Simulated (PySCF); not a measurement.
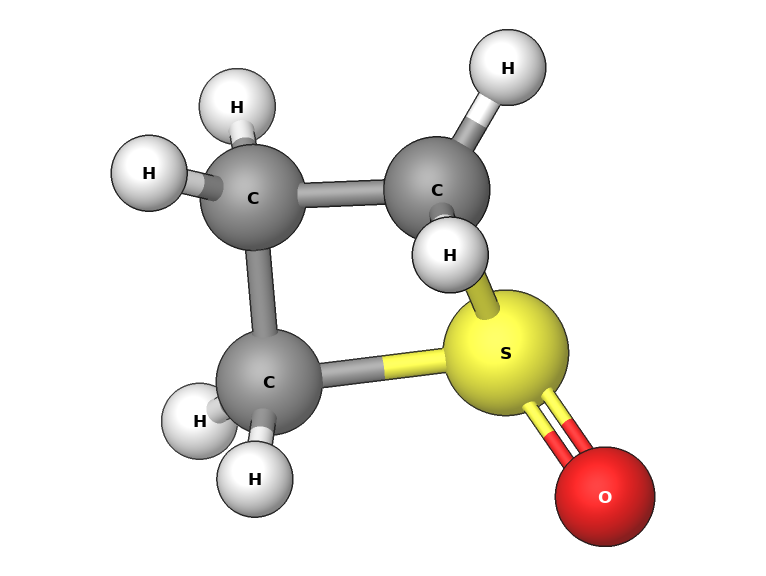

Ball-and-stick drawing of a structure. Double and triple bonds are drawn as two and three sticks.

The computed structure is the end point of a PBE0-D3(BJ)/def2-SVP optimisation. No frequency run is at hand to confirm it as a minimum.

Identify the structure.

It has 11 atoms: 3 carbon, 6 hydrogen, 1 oxygen and 1 sulfur (C3H6OS). Its SMILES string is `O=S1CCC1`. Independent rings (smallest set): 1 of 4 members. Among its groups: sulfoxide. This geometry has Cs symmetry. Coordination, clear cases only: 1 S trigonal pyramidal.

The parts below concern this one geometry. Atoms keep their numbers from picture to picture.

**Geometry**

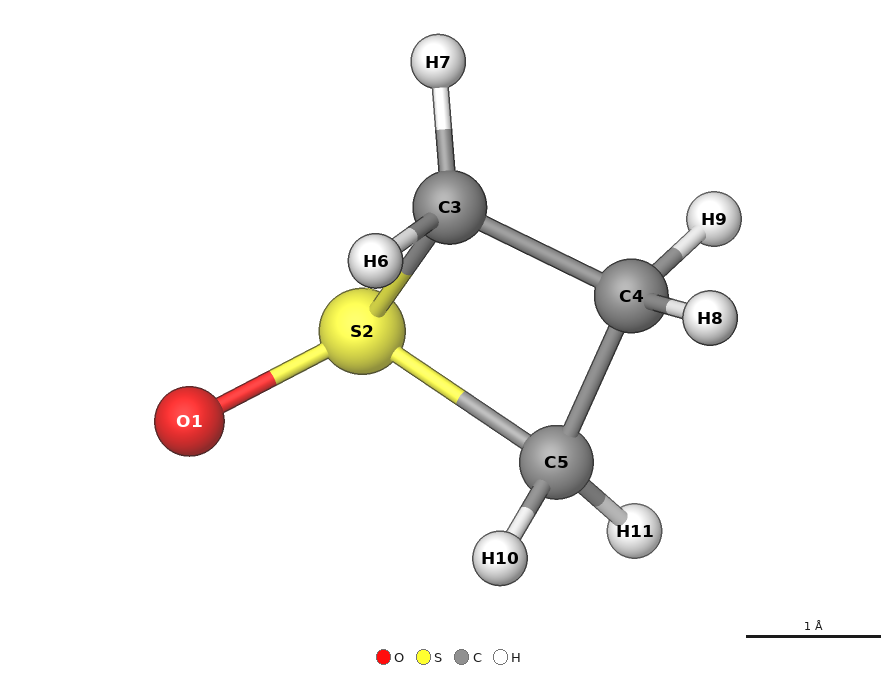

The atoms are numbered. No frequency run is at hand to confirm it as a minimum.

Give these bond angles: O1–S2–C3, C3–S2–C5, C3–C4–C5, C3–C4–H8, C3–C4–H9, S2–C3–C4, S2–C3–H6, S2–C3–H7, C4–C3–H6, C4–C3–H7.

```json
{"angle": "O1–S2–C3", "degrees": "112.2"}
{"angle": "C3–S2–C5", "degrees": "74.4"}
{"angle": "C3–C4–C5", "degrees": "94.7"}
{"angle": "C3–C4–H8", "degrees": "116.3"}
{"angle": "C3–C4–H9", "degrees": "110.7"}
{"angle": "S2–C3–C4", "degrees": "90.0"}
{"angle": "S2–C3–H6", "degrees": "104.8"}
{"angle": "S2–C3–H7", "degrees": "116.0"}
{"angle": "C4–C3–H6", "degrees": "112.9"}
{"angle": "C4–C3–H7", "degrees": "119.9"}
```

**Excitation**

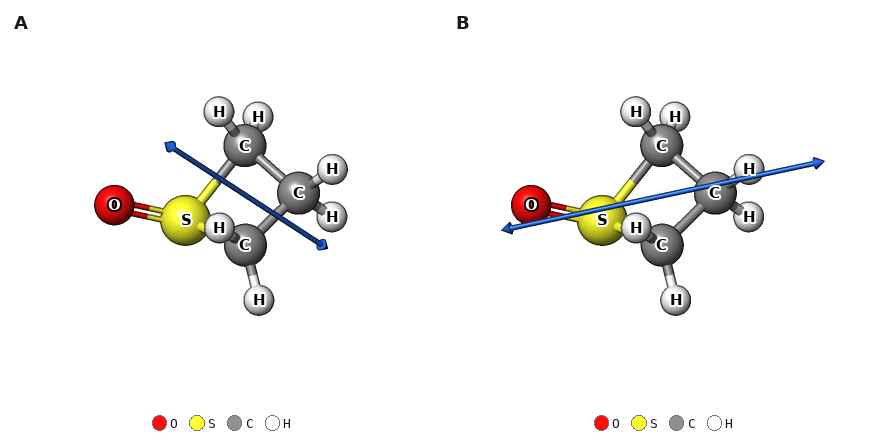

The double arrows show the directions of two transition dipoles from the ground state (lengths mean nothing). No frequency run is at hand to confirm it as a minimum. Method: TDDFT ωB97X-D/def2-SVPD, vertical, gas phase, core orbitals frozen in the response (PySCF 2.14.0).

One belongs to singlet state 5 and one to singlet state 6. Which is which?

A: state 6, 7.15 eV (173 nm), oscillator strength 0.069, mainly HOMO → LUMO+3 (weight 0.74).
B: state 5, 6.98 eV (178 nm), oscillator strength 0.026, of mixed character, with the largest part HOMO−1 → LUMO (weight 0.46).

**Core levels**

No frequency run is at hand to confirm it as a minimum. Method: delta-SCF UKS SCAN, pcX-2 on the ionised atom, pcseg-1 elsewhere, spin-free X2C (PySCF 2.14.0).

Give the core-electron binding energies (to vacuum; p and d levels without spin–orbit splitting) of O1 1s, S2 1s, S2 2p, C3 1s, C4 1s.

| atom | level | binding energy (eV) |
| --- | --- | --- |
| O1 | 1s | 536.5 |
| S2 | 1s | 2479.8 |
| S2 | 2p | 172.0 |
| C3 | 1s | 291.1 |
| C4 | 1s | 291.5 |

**NMR shielding**

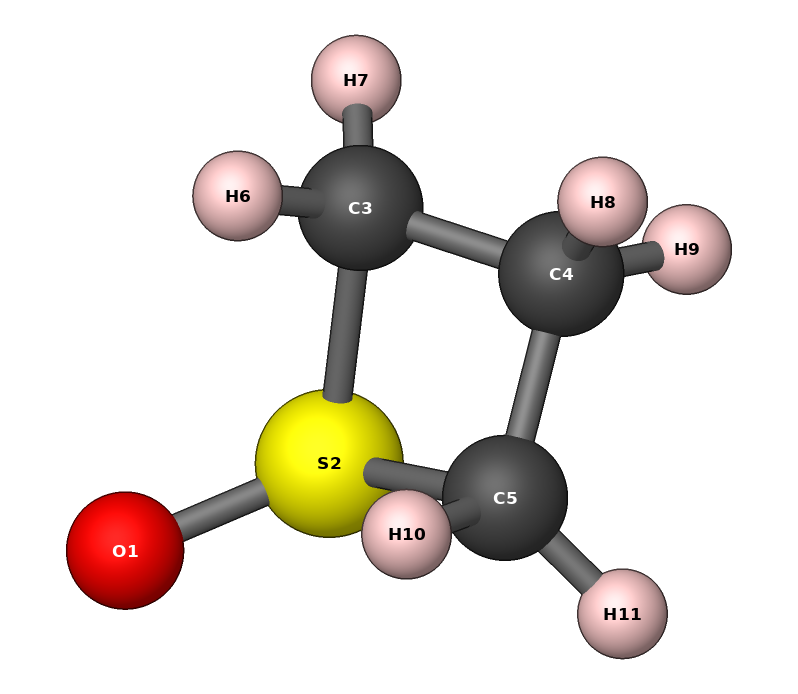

No frequency run is at hand to confirm it as a minimum. Level of theory: GIAO PBE0/pcSseg-1 NMR shielding, non-relativistic, gas phase (PySCF 2.14.0). Principal shieldings σ11 ≤ σ22 ≤ σ33, span Ω = σ33 − σ11, skew κ = 3(σiso − σ22)/Ω.

Which C atom has the most anisotropic shielding?

C3, C5, with a span of 76 ppm.

Give the shielding tensors of the C atoms.

```csv
atom,σ11,σ22,σ33,σiso,Ω,κ
"C3, C5",94.0,112.6,170.5,125.7,76.5,0.51
C4,157.2,174.0,184.5,171.9,27.4,−0.23
```

Shieldings and span in ppm.

**Ring current**

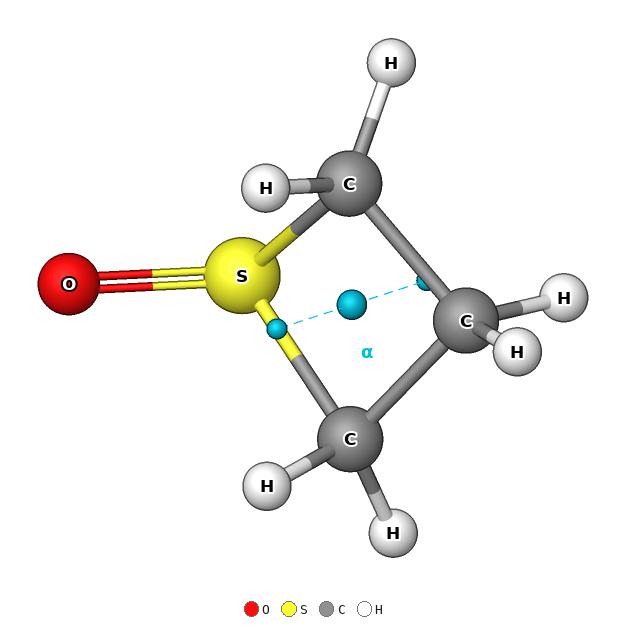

The small points mark where nucleus-independent chemical shifts (NICS) were computed: at the centre of each lettered ring and 1 Å above and below it. No frequency run is at hand to confirm it as a minimum. Level of theory: GIAO CAM-B3LYP/pcSseg-2 NMR shielding, non-relativistic, gas phase (PySCF 2.14.0).

Give NICS(0), NICS(1) and the out-of-plane component NICS(1)zz for each ring (means of the two sides).

```
ring  members  NICS(0)  NICS(1)  NICS(1)zz
   α      C3S     −5.1     −2.7        1.5
```

Values in ppm.
